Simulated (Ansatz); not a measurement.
## Geometry relaxation, with input and output: C2H7GaSi (part 1 of 2)

C2H7GaSi, computed with RKS LDA/def2-mTZVP (Ansatz 0.2.0).

It belongs to a series of runs on one base structure; here: end point A relaxed. Figures and captions count atoms from 1; the log counts them from 0 in places.

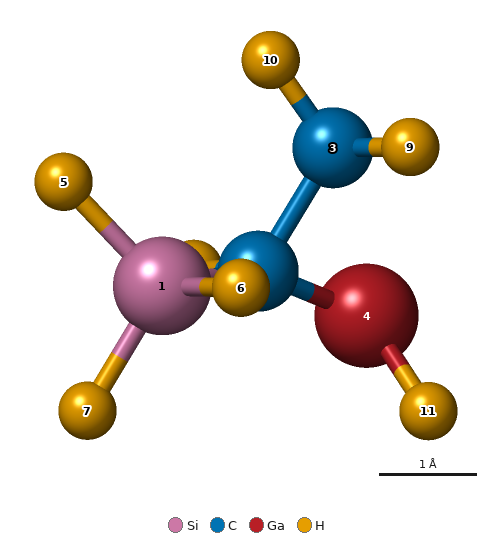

**Figure 1.** The input geometry (ball-and-stick view, seen at a tilt; atoms are numbered from 1 in the order of the input). Sticks mark near contacts. Bond lengths as drawn: C–C 1.49 Å, C–Ga 1.49 Å, C–H 1.11 to 1.17 Å, C–Si 1.82 Å, Ga–H 1.43 Å and H–Si 1.46 to 1.50 Å.

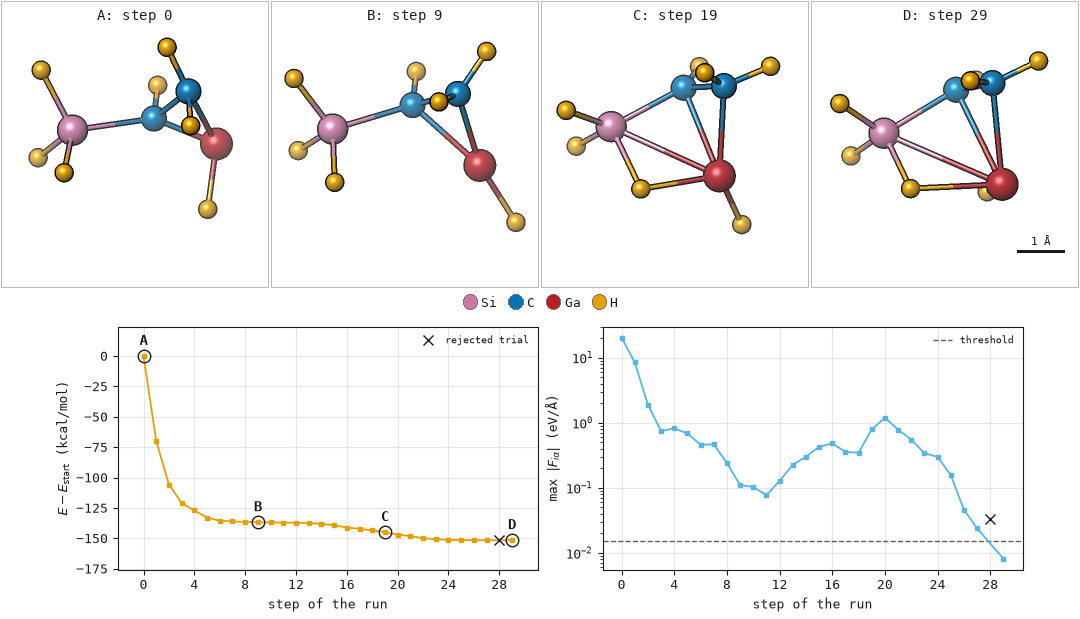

**Figure 2.** Frames of the relaxation (ball-and-stick view, seen at a tilt) above the curves, on which the letters mark them (the first geometry is step 0 here and step 1 in the log).

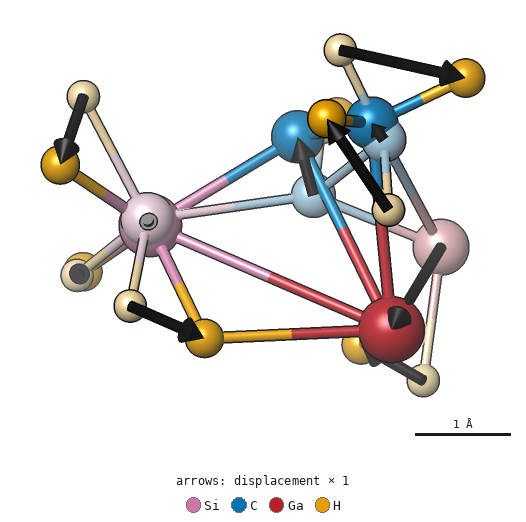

**Figure 3.** Start (faint) and end (solid) with the displacements as black arrows, at true length (ball-and-stick view, seen at a tilt). The two geometries are laid on each other by the best rigid fit. The energy falls by 151.5 kcal/mol in 29 geometry steps. The largest force component goes from 20 to 0.0082 eV/Å. The line search rejected the trial step at point 28 (counted from 0) and went back. The largest move after the best rigid fit is that of Ga4, 1.65 Å. By element the largest moves are Ga 1.65 Å, H 1.42 Å, C 0.64 Å, Si 0.20 Å. Distances before and after: Ga4–H6 3.857 → 1.981 Å, C2–Ga4 1.495 → 2.440 Å, Si1–Ga4 3.211 → 2.847 Å, C3–Ga4 1.984 → 2.196 Å. Among the angles that change: Si1–C2–Ga4 150.7° → 82.3°, Ga4–C3–H10 150.5° → 109.7°, C2–C3–Ga4 48.5° → 82.5°. (Atoms are counted from 1 in the order of the input.)

The input that produced these results follows, with the program's output.

### Input file
```yaml
crystal:
  periodic: [false, false, false]
  atoms:
    - { symbol: Si, position_ang: [-0.6109, 1.2219, 0.0907] }
    - { symbol: C, position_ang: [-0.1066, -0.4516, -0.4278] }
    - { symbol: C, position_ang: [1.2877, -0.7193, 0.0168] }
    - { symbol: Ga, position_ang: [-0.236, -1.9381, -0.3409] }
    - { symbol: H, position_ang: [0.2168, 2.2635, -0.5637] }
    - { symbol: H, position_ang: [-0.5863, 1.41, 1.5407] }
    - { symbol: H, position_ang: [-2.0185, 1.4826, -0.3592] }
    - { symbol: H, position_ang: [-0.1295, -0.535, -1.5365] }
    - { symbol: H, position_ang: [1.3726, -0.7501, 1.1811] }
    - { symbol: H, position_ang: [2.0217, 0.0533, -0.3312] }
    - { symbol: H, position_ang: [-1.1457, -2.0944, 0.7504] }
basis:
  gaussian: { orbitals: def2-mTZVP }
hamiltonian:
  xc: lda
relax:
  f_tol: 0.015
  max_steps: 40
```

Command:
```bash
ansatz run input.yaml --threads 2 --pin off --max-ram 3072MiB --backend cpu --events-out ev --progress --plain --runs-dir out
```

### Output
```
The last accepted step is kept in [file] (removed where the run ends without a failure and the disk answers)
Engine: ansatz 0.2.0, x86_64-unknown-linux-gnu
Functional definition: SPW92
  exchange = slater_x
  correlation = pw_c
1265 factors; their error is unknown
mean field evaluation 1: about -62277.1335 eV, gradient 1.1e2 eV
mean field evaluation 2: about -62151.2087 eV, gradient 2.1e2 eV
mean field evaluation 4: about -62289.6281 eV, gradient 5.0e1 eV
mean field evaluation 8: about -62301.2889 eV, gradient 8.4e-1 eV
mean field evaluation 16: about -62301.2530 eV, gradient 4.9e-3 eV
mean field -62301.25298967 eV, -2289.5288180646 hartree, gradient 5.7e-5 eV, S^2 0.000000; 1 other end points of the search recorded, 0 dependent functions left out
the calculation of the forces begins
reference -62301.25303204 eV, -2289.5288196215 hartree; 32, 32 occupied and 85, 85 virtual orbitals, 1265 factors
relax step   1: F+E_penalty+E_count = -62301.25298967 eV  Δ(F+E_penalty+E_count) = +0.000e0 eV  max|allowed force component| = 2.032e1 eV/Å  Δτ_max = 0.0000 Å  (49 SCF iters, accepted)
these checks for a lower state are left out or cut short: starts, cluster_reference, orbital_swaps, neighbouring_geometries, increment
1265 factors; their error is unknown
mean field evaluation 32: about -62304.2924 eV, gradient 1.1e-4 eV
mean field -62304.29239287 eV, -2289.6405140719 hartree, gradient 1.1e-5 eV, S^2 0.000000; 0 other end points of the search recorded, 0 dependent functions left out
[... from here on the field's lines of each further geometry are left out, up to the last ...]
relax step   2: F+E_penalty+E_count = -62304.29239287 eV  Δ(F+E_penalty+E_count) = -3.039e0 eV  max|allowed force component| = 8.430e0 eV/Å  Δτ_max = 0.1948 Å  (39 SCF iters, accepted)
relax step   3: F+E_penalty+E_count = -62305.83712392 eV  Δ(F+E_penalty+E_count) = -1.545e0 eV  max|allowed force component| = 1.883e0 eV/Å  Δτ_max = 0.1966 Å  (39 SCF iters, accepted)
relax step   4: F+E_penalty+E_count = -62306.49574734 eV  Δ(F+E_penalty+E_count) = -6.586e-1 eV  max|allowed force component| = 7.456e-1 eV/Å  Δτ_max = 0.1950 Å  (31 SCF iters, accepted)
relax step   5: F+E_penalty+E_count = -62306.76315051 eV  Δ(F+E_penalty+E_count) = -2.674e-1 eV  max|allowed force component| = 8.208e-1 eV/Å  Δτ_max = 0.2000 Å  (31 SCF iters, accepted)
relax step   6: F+E_penalty+E_count = -62307.01872336 eV  Δ(F+E_penalty+E_count) = -2.556e-1 eV  max|allowed force component| = 6.843e-1 eV/Å  Δτ_max = 0.1966 Å  (31 SCF iters, accepted)
relax step   7: F+E_penalty+E_count = -62307.12981349 eV  Δ(F+E_penalty+E_count) = -1.111e-1 eV  max|allowed force component| = 4.573e-1 eV/Å  Δτ_max = 0.1999 Å  (31 SCF iters, accepted)
relax step   8: F+E_penalty+E_count = -62307.15176571 eV  Δ(F+E_penalty+E_count) = -2.195e-2 eV  max|allowed force component| = 4.671e-1 eV/Å  Δτ_max = 0.2000 Å  (30 SCF iters, accepted)
relax step   9: F+E_penalty+E_count = -62307.17194143 eV  Δ(F+E_penalty+E_count) = -2.018e-2 eV  max|allowed force component| = 2.399e-1 eV/Å  Δτ_max = 0.1376 Å  (31 SCF iters, accepted)
relax step  10: F+E_penalty+E_count = -62307.18573713 eV  Δ(F+E_penalty+E_count) = -1.380e-2 eV  max|allowed force component| = 1.098e-1 eV/Å  Δτ_max = 0.0611 Å  (32 SCF iters, accepted)
relax step  11: F+E_penalty+E_count = -62307.19118545 eV  Δ(F+E_penalty+E_count) = -5.448e-3 eV  max|allowed force component| = 1.033e-1 eV/Å  Δτ_max = 0.1353 Å  (31 SCF iters, accepted)
relax step  12: F+E_penalty+E_count = -62307.19585440 eV  Δ(F+E_penalty+E_count) = -4.669e-3 eV  max|allowed force component| = 7.704e-2 eV/Å  Δτ_max = 0.0555 Å  (31 SCF iters, accepted)
relax step  13: F+E_penalty+E_count = -62307.20124313 eV  Δ(F+E_penalty+E_count) = -5.389e-3 eV  max|allowed force component| = 1.280e-1 eV/Å  Δτ_max = 0.0821 Å  (31 SCF iters, accepted)
relax step  14: F+E_penalty+E_count = -62307.21395816 eV  Δ(F+E_penalty+E_count) = -1.272e-2 eV  max|allowed force component| = 2.255e-1 eV/Å  Δτ_max = 0.1926 Å  (30 SCF iters, accepted)
relax step  15: F+E_penalty+E_count = -62307.23951469 eV  Δ(F+E_penalty+E_count) = -2.556e-2 eV  max|allowed force component| = 2.997e-1 eV/Å  Δτ_max = 0.1940 Å  (30 SCF iters, accepted)
relax step  16: F+E_penalty+E_count = -62307.28771146 eV  Δ(F+E_penalty+E_count) = -4.820e-2 eV  max|allowed force component| = 4.262e-1 eV/Å  Δτ_max = 0.1738 Å  (30 SCF iters, accepted)
relax step  17: F+E_penalty+E_count = -62307.37262003 eV  Δ(F+E_penalty+E_count) = -8.491e-2 eV  max|allowed force component| = 4.821e-1 eV/Å  Δτ_max = 0.1950 Å  (30 SCF iters, accepted)
relax step  18: F+E_penalty+E_count = -62307.41854152 eV  Δ(F+E_penalty+E_count) = -4.592e-2 eV  max|allowed force component| = 3.571e-1 eV/Å  Δτ_max = 0.1953 Å  (31 SCF iters, accepted)
relax step  19: F+E_penalty+E_count = -62307.47235437 eV  Δ(F+E_penalty+E_count) = -5.381e-2 eV  max|allowed force component| = 3.452e-1 eV/Å  Δτ_max = 0.0984 Å  (31 SCF iters, accepted)
relax step  20: F+E_penalty+E_count = -62307.53838383 eV  Δ(F+E_penalty+E_count) = -6.603e-2 eV  max|allowed force component| = 7.898e-1 eV/Å  Δτ_max = 0.1943 Å  (38 SCF iters, accepted)
relax step  21: F+E_penalty+E_count = -62307.62219837 eV  Δ(F+E_penalty+E_count) = -8.381e-2 eV  max|allowed force component| = 1.190e0 eV/Å  Δτ_max = 0.1934 Å  (32 SCF iters, accepted)
relax step  22: F+E_penalty+E_count = -62307.67831746 eV  Δ(F+E_penalty+E_count) = -5.612e-2 eV  max|allowed force component| = 7.824e-1 eV/Å  Δτ_max = 0.2000 Å  (31 SCF iters, accepted)
relax step  23: F+E_penalty+E_count = -62307.75036463 eV  Δ(F+E_penalty+E_count) = -7.205e-2 eV  max|allowed force component| = 5.509e-1 eV/Å  Δτ_max = 0.1933 Å  (30 SCF iters, accepted)
relax step  24: F+E_penalty+E_count = -62307.78886115 eV  Δ(F+E_penalty+E_count) = -3.850e-2 eV  max|allowed force component| = 3.414e-1 eV/Å  Δτ_max = 0.1954 Å  (32 SCF iters, accepted)
relax step  25: F+E_penalty+E_count = -62307.80880336 eV  Δ(F+E_penalty+E_count) = -1.994e-2 eV  max|allowed force component| = 2.981e-1 eV/Å  Δτ_max = 0.1599 Å  (31 SCF iters, accepted)
relax step  26: F+E_penalty+E_count = -62307.81918159 eV  Δ(F+E_penalty+E_count) = -1.038e-2 eV  max|allowed force component| = 1.574e-1 eV/Å  Δτ_max = 0.0800 Å  (33 SCF iters, accepted)
relax step  27: F+E_penalty+E_count = -62307.82347273 eV  Δ(F+E_penalty+E_count) = -4.291e-3 eV  max|allowed force component| = 4.628e-2 eV/Å  Δτ_max = 0.0286 Å  (32 SCF iters, accepted)
relax step  28: F+E_penalty+E_count = -62307.82429126 eV  Δ(F+E_penalty+E_count) = -8.185e-4 eV  max|allowed force component| = 2.387e-2 eV/Å  Δτ_max = 0.0215 Å  (33 SCF iters, accepted)
relax step  29: F+E_penalty+E_count = -62307.82422666 eV  Δ(F+E_penalty+E_count) = +6.460e-5 eV  max|allowed force component| = 3.378e-2 eV/Å  Δτ_max = 0.0099 Å  (34 SCF iters, rejected (line search))
the calculation of the forces begins
reference -62307.82448722 eV, -2289.7703161451 hartree; 32, 32 occupied and 85, 85 virtual orbitals, 1265 factors
relax step  30: F+E_penalty+E_count = -62307.82444673 eV  Δ(F+E_penalty+E_count) = -1.555e-4 eV  max|allowed force component| = 8.165e-3 eV/Å  Δτ_max = 0.0048 Å  (25 SCF iters, accepted)
1265 factors; their error is unknown
mean field -62307.82444673 eV, -2289.7703146570 hartree, gradient 1.6e-5 eV, S^2 0.000000; 1 other end points of the search recorded, 0 dependent functions left out
the calculation of the forces begins
reference -62307.82448722 eV, -2289.7703161451 hartree; 32, 32 occupied and 85, 85 virtual orbitals, 1265 factors
Total energy: -62307.82448722 eV, -2289.7703161451 hartree
Atom 0 at    -0.780716     1.120345     0.023345 Å, force    -0.002627     0.005609     0.003672 eV/Å
Atom 1 at     0.262433    -0.107155    -0.838374 Å, force     0.000958     0.001973     0.007783 eV/Å
Atom 2 at     1.374721    -0.530227    -0.119336 Å, force     0.001086     0.005177    -0.000980 eV/Å
Atom 3 at    -0.160977    -1.403694     1.185117 Å, force    -0.001336    -0.002315    -0.000132 eV/Å
Atom 4 at    -0.078025     2.406862     0.335731 Å, force    -0.002299    -0.001614    -0.001694 eV/Å
Atom 5 at    -0.816885     0.446271     1.456403 Å, force     0.001386     0.001606     0.000299 eV/Å
Atom 6 at    -2.148776     1.361097    -0.521247 Å, force     0.000484    -0.003373    -0.001378 eV/Å
Atom 7 at    -0.074265    -0.659064    -1.720312 Å, force     0.002372    -0.003523    -0.003816 eV/Å
Atom 8 at     1.863167     0.147670     0.592179 Å, force     0.000802    -0.008165    -0.004226 eV/Å
Atom 9 at     2.031162    -1.322404    -0.501025 Å, force    -0.001303     0.001548     0.000896 eV/Å
Atom 10 at    -1.406539    -1.516901     0.127919 Å, force     0.000477     0.003077    -0.000423 eV/Å
Dipole moment:     0.128283     0.104089    -0.129928 e Å
```

### Trajectory as extended XYZ (Å, eV, eV/Å), 30 frames, from step=1 to step=30
```
11
Properties=species:S:1:pos:R:3:forces:R:3 step=1 energy=-62301.25299
Si   -0.6109    1.2219    0.0907   -1.2485   0.0664  -0.9392
C    -0.1066   -0.4516   -0.4278    0.9009  20.3247  -2.1155
C     1.2877   -0.7193    0.0168    1.3591  -0.1505   1.7416
Ga   -0.2360   -1.9381   -0.3409    0.5046 -18.3215   1.7162
H     0.2168    2.2635   -0.5637    0.3410   0.2391  -0.0189
H    -0.5863    1.4100    1.5407    0.2021  -0.0944   0.6764
H    -2.0185    1.4826   -0.3592   -0.1765   0.2026   0.0303
H    -0.1295   -0.5350   -1.5365    0.1906   1.1645  -0.9395
H     1.3726   -0.7501    1.1811   -0.1229  -0.0496  -1.5359
H     2.0217    0.0533   -0.3312    0.1512  -1.2531  -0.3578
H    -1.1457   -2.0944    0.7504   -2.1017  -2.1281   1.7421
11
Properties=species:S:1:pos:R:3:forces:R:3 step=2 energy=-62304.29239
Si   -0.6663    1.2851    0.0633   -0.4714   0.0507  -0.1647
C    -0.0923   -0.3589   -0.4416    0.0115   8.4295  -2.0162
C     1.2977   -0.7041    0.0371    0.4875  -0.0595   0.5051
Ga   -0.1905   -1.9963   -0.2726    0.5409  -7.3498   2.2526
H     0.2281    2.3006   -0.5617    0.0762   0.3083   0.0193
H    -0.5808    1.4076    1.5448    0.0481   0.0168   0.2054
H    -2.0740    1.5226   -0.3682   -0.2127   0.2157  -0.0224
H    -0.1053   -0.4689   -1.5572    0.2495   0.9414  -0.3268
H     1.3810   -0.7367    1.1625    0.0125   0.0222  -0.6747
H     2.0934   -0.0408   -0.3765    0.1065  -1.0644  -0.1275
H    -1.2258   -2.2674    0.7906   -0.8486  -1.5109   0.3499
11
Properties=species:S:1:pos:R:3:forces:R:3 step=3 energy=-62305.83712
Si   -0.6994    1.3354    0.0500   -0.0414   0.1463   0.1729
C    -0.0936   -0.2718   -0.4997    0.2893   1.8830  -1.1613
C     1.2883   -0.6832    0.0438   -0.0651   0.0224  -0.6625
Ga   -0.1233   -2.0453   -0.1269    0.0050  -1.8020   1.6952
H     0.2218    2.3530   -0.5503   -0.0886   0.3423   0.0703
H    -0.5793    1.4132    1.5509   -0.0532   0.0410  -0.0901
H    -2.1067    1.5605   -0.3689   -0.2616   0.2461  -0.0317
H    -0.0710   -0.3986   -1.6074    0.1570   0.6781  -0.0116
H     1.3827   -0.7195    1.1391    0.0230   0.2482   0.1886
H     2.1490   -0.1535   -0.4171    0.0366  -0.8771   0.0370
H    -1.3032   -2.4473    0.8070   -0.0009  -0.9282  -0.2068
11
Properties=species:S:1:pos:R:3:forces:R:3 step=4 energy=-62306.49575
Si   -0.7109    1.3659    0.0399    0.0163   0.2594   0.1392
C    -0.0847   -0.2222   -0.5561    0.5986  -0.1929  -0.1653
C     1.2769   -0.6847    0.0314   -0.1080   0.0567  -0.5469
Ga   -0.0986   -2.0615    0.0292   -0.3319  -0.0225   0.7390
H     0.1936    2.4300   -0.5222   -0.1449   0.2433   0.0953
H    -0.5925    1.4181    1.5444   -0.0592   0.0042  -0.1130
H    -2.1274    1.6118   -0.3632   -0.1174   0.1530  -0.0048
H    -0.0306   -0.3195   -1.6536   -0.0135   0.2946  -0.0859
H     1.3704   -0.6385    1.1307    0.0619   0.4099   0.0714
H     2.2041   -0.3169   -0.4651   -0.2491  -0.7456   0.1857
H    -1.3350   -2.6397    0.8050    0.3472  -0.4602  -0.3146
11
Properties=species:S:1:pos:R:3:forces:R:3 step=5 energy=-62306.76315
Si   -0.7122    1.3848    0.0387    0.0503   0.0919   0.1430
C    -0.0785   -0.2161   -0.5564    0.4137   0.0056  -0.4897
C     1.2577   -0.7295    0.0425    0.4228   0.5913  -0.2820
Ga   -0.1142   -2.0479    0.0635   -0.6038  -0.1108   0.8208
H     0.1884    2.4760   -0.4868   -0.1462   0.1316   0.0912
H    -0.6246    1.4124    1.5459   -0.0361   0.0226  -0.0979
H    -2.1277    1.6491   -0.3727   -0.0296   0.0840  -0.0094
H    -0.0055   -0.2570   -1.6554   -0.1019   0.0939  -0.1221
H     1.3596   -0.4518    1.1062    0.2041  -0.0219   0.0557
H     2.2059   -0.5136   -0.5012   -0.4024  -0.4809   0.2157
H    -1.2835   -2.7637    0.7961    0.2291  -0.4074  -0.3253
11
Properties=species:S:1:pos:R:3:forces:R:3 step=6 energy=-62307.01872
Si   -0.7137    1.4164    0.0269    0.1163   0.0732   0.0907
C    -0.0476   -0.1783   -0.5797    0.1584  -0.2013  -0.1433
C     1.2611   -0.7208    0.0587    0.3645   0.3169   0.0089
Ga   -0.1586   -1.9828    0.1884   -0.6843  -0.1755   0.2991
H     0.1529    2.5537   -0.4571   -0.1063   0.0778   0.0710
H    -0.6449    1.4223    1.5332   -0.0312   0.0121  -0.0554
H    -2.1317    1.6820   -0.3855    0.0142  -0.0051  -0.0165
H    -0.0234   -0.2408   -1.6844   -0.0079  -0.0247   0.1255
H     1.4333   -0.3765    1.1012    0.0579   0.0945  -0.2668
H     2.2070   -0.6819   -0.5180   -0.3246  -0.2632   0.1797
H    -1.2691   -2.9506    0.7369    0.4428   0.0954  -0.2929
11
Properties=species:S:1:pos:R:3:forces:R:3 step=7 energy=-62307.12981
Si   -0.7031    1.4439    0.0243   -0.0125   0.1153   0.0833
C    -0.0273   -0.1539   -0.5702    0.0714   0.0487  -0.2534
C     1.2525   -0.7342    0.0799    0.4573   0.0401   0.1982
Ga   -0.2558   -1.8989    0.2376    0.1225   0.1507  -0.0046
H     0.1075    2.6349   -0.4208   -0.0070  -0.0054   0.0221
H    -0.6687    1.4413    1.5289   -0.0213   0.0033  -0.0077
H    -2.1192    1.6704   -0.4156    0.0003  -0.0227  -0.0029
H    -0.0316   -0.2447   -1.6685   -0.0145   0.0116  -0.0221
H     1.4880   -0.3070    1.0762    0.0819   0.0200  -0.2895
H     2.1743   -0.8791   -0.5223   -0.4126   0.0239   0.2049
H    -1.1512   -3.0301    0.6710   -0.2656  -0.3857   0.0717
11
Properties=species:S:1:pos:R:3:forces:R:3 step=8 energy=-62307.15177
Si   -0.6916    1.4455    0.0401   -0.0404  -0.2820  -0.2174
C     0.0082   -0.1473   -0.5957   -0.2787   0.0198   0.1480
C     1.2591   -0.7345    0.1149   -0.3790   0.2010  -0.2014
Ga   -0.2786   -1.8642    0.2913   -0.0226   0.1316   0.0609
H     0.1238    2.6560   -0.3352   -0.0158  -0.0054   0.0137
H    -0.7367    1.4114    1.5420    0.0406  -0.0453   0.0241
H    -2.0976    1.6338   -0.4470    0.0171   0.0745  -0.0145
H    -0.0268   -0.2748   -1.6914    0.0913   0.1364   0.0738
H     1.5837   -0.1599    0.9803    0.1408   0.0590   0.3496
H     2.0981   -0.9699   -0.5246    0.4671  -0.2475  -0.2522
H    -1.1764   -3.0534    0.6457   -0.0204  -0.0422   0.0153
```
